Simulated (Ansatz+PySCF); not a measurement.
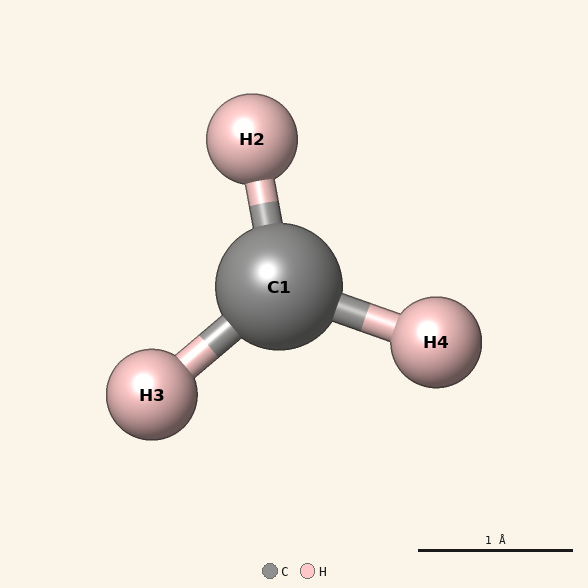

Figure made from data computed with Ansatz+PySCF.

Orthographic view. Depth is shown by fading: the farther an atom, the more it takes the colour of the background. Charge 0, doublet. Geometry: a fixed input geometry, not necessarily a minimum.

Write a Z-matrix (Å, degrees) in the order of the atom numbers, with these reference atoms: 2 to 1; 3 to 1, 2; 4 to 1, 2, 3.

```
C  
H    1   0.981
H    1   1.090   2   120.0
H    1   1.090   2   120.0   3   180.0
```
